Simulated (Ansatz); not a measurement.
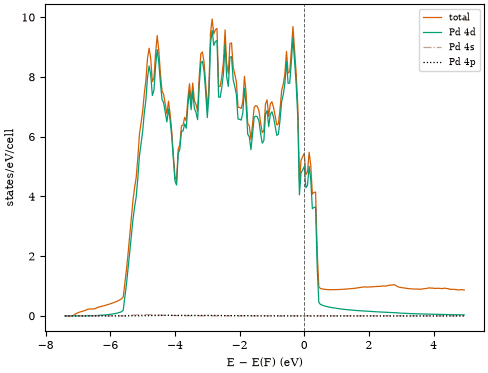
Fig. 1. Total and projected density of states of Pd (dhcp (α-La type), P6_3/mmc), plane-wave PAW r²SCAN+D4 (Ansatz code)

Problem. Which orbitals carry the states next to the Fermi level?

Solution. Within 0.5 eV of the Fermi level: Pd 4d 92 %, outside the projected shells 8 %. Projections are on Löwdin-orthogonalised atomic valence shells; empty p or d shells of many metals are not among them.

Problem. Where is the tallest occupied peak in this window, and what makes it?

Solution. Near -2.9 eV, about 9.9 states/eV per cell; the largest projected share is Pd 4d.

The first step of the workflow began from a Materials Project structure, measured or hypothetical; the Crystallography Open Database copy checked does not list it. It is not the phase usual at ambient conditions (space group No. 225). The cell was relaxed with r²SCAN+D4 under the symmetry of its start; its stability against distortions is not shown here. Magnetic state: ferromagnetic, the only order run, not a proven ground state. Other orbital occupations within this spin state were not tried. The pairwise dispersion correction was not fitted to metals. Spin–orbit coupling is left out wherever it is not named.

Potentials: the later of the program's two PAW sets.
